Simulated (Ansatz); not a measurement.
## Electronic structure of C₂H₆AlN in real space

```yaml
atoms:
  - { symbol: C, position_ang: [-0.8128, 0.8648, -1.0822] }
  - { symbol: C, position_ang: [-0.7587, -0.4574, -0.8277] }
  - { symbol: Al, position_ang: [0.3973, -1.2680, 0.5343] }
  - { symbol: N, position_ang: [1.4618, -0.1930, 1.5019] }
  - { symbol: H, position_ang: [-1.4632, 1.2943, -1.8451] }
  - { symbol: H, position_ang: [-0.2067, 1.5903, -0.5398] }
  - { symbol: H, position_ang: [-1.4060, -1.1033, -1.4272] }
  - { symbol: H, position_ang: [0.4623, -2.8341, 0.8527] }
  - { symbol: H, position_ang: [2.0859, -0.5281, 2.2254] }
  - { symbol: H, position_ang: [1.5198, 0.8131, 1.4041] }
```

Method: Ansatz 0.2.0, RKS B3LYP-D4/6-31G.

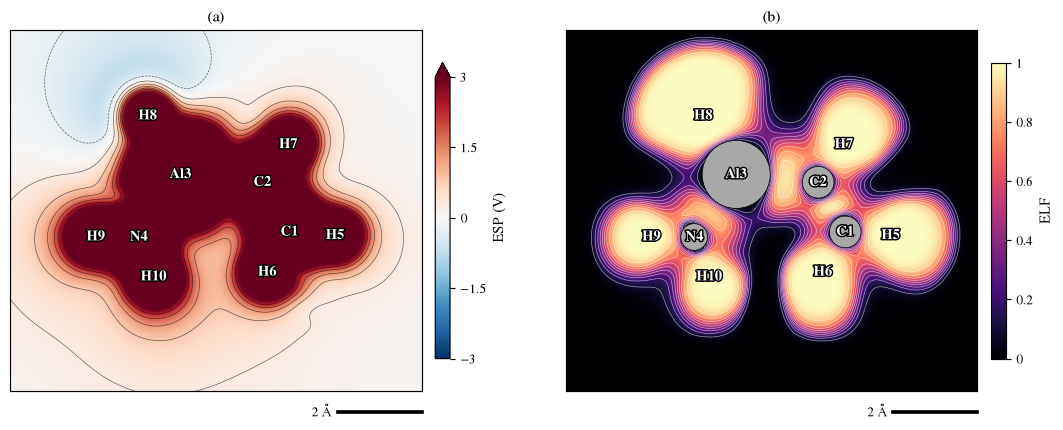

Figure 1. (a) molecular electrostatic potential; (b) ELF on the molecular plane. Grey discs cover the atomic cores in the ELF map.

Question: What do the fields say about this system?

Answer:
- Atoms in the plane: C, Al, N and H.
- C–C (1.35 Å): the ELF peaks at about 0.95 between the atoms: a covalent bond.
- Al–N (1.80 Å): the ELF peaks at about 0.90 in the valence shell of N, 0.7 Å from its nucleus, and is about 0.55 at the midpoint.
- C–Al (1.96 Å): the ELF peaks at about 0.95 between the atoms; a shared but strongly polarised pair.
- N–H (1.01 Å): the ELF climbs to about 1 towards the hydrogen, as it does in any bond to H: a covalent bond by its length.
- C–H (1.09 Å): the ELF climbs to about 1 towards the hydrogen: a covalent bond by its length.
- Outside the dense part of the molecule the potential is most negative (−0.7 V) near H8.

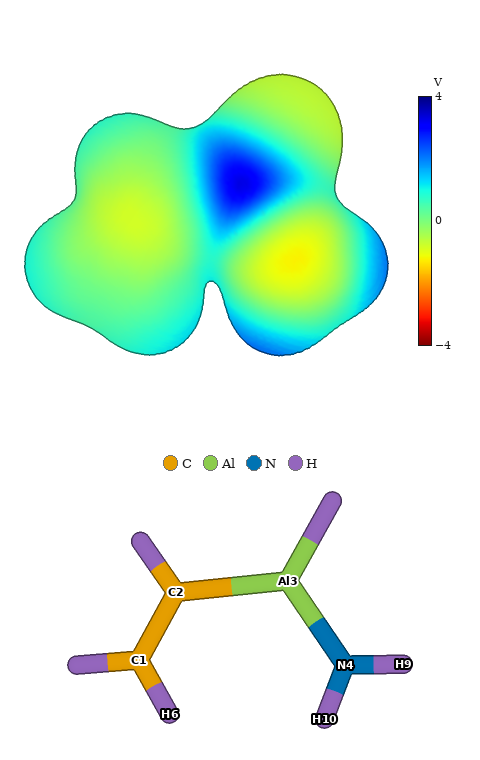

Figure 2. The molecular electrostatic potential painted on the density surface at 0.004 e/bohr³, seen across its widest extent; red is negative and blue positive. The bare structure is drawn below in the same view.

Question: Where is the surface potential most negative and most positive?

Answer: The most negative region (about −1.2 V, or −28 kcal/mol for a unit charge) lies over N4, the most positive (about +3.1 V, or +71 kcal/mol for a unit charge) over Al3. N4 is the likeliest acceptor of a hydrogen bond.

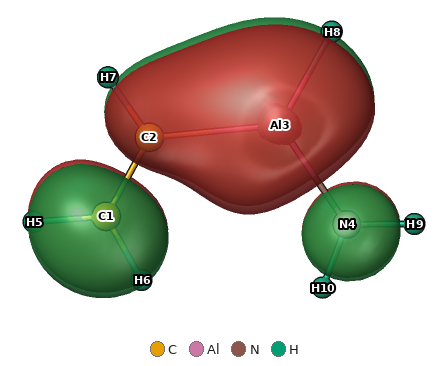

Figure 3. The LUMO at ±0.08 Å⁻³ᐟ² (green and red are the two phases), seen across its widest extent.

Question: Describe this orbital and give its energy.

Answer: Its weight (Hirshfeld) is mainly on Al3 (about 45 %), C1 (about 25 %), C2 (about 15 %) and N4 (about 10 %); it changes sign across the molecular plane (π type); π-bonding across C2–Al3; π-antibonding (a node) across C1–C2. Its energy is −0.94 eV.
